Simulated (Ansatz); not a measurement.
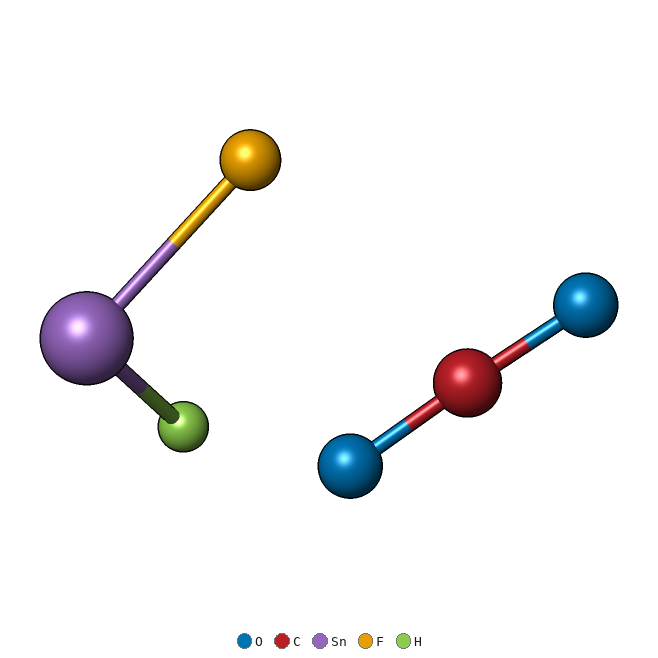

Harmonic vibrations computed with RKS PBE0-D4/def2-TZVP, core potentials on Sn (Ansatz 0.2.0) at a stationary point of the same level.

### Minimum or transition state?

A minimum: no imaginary frequency, and the lowest mode lies at 41 cm⁻¹.

### List the wavenumbers.

12 modes: 41, 77, 103, 165, 332, 552, 616, 675, 683, 1388, 1699, 2450 cm⁻¹.
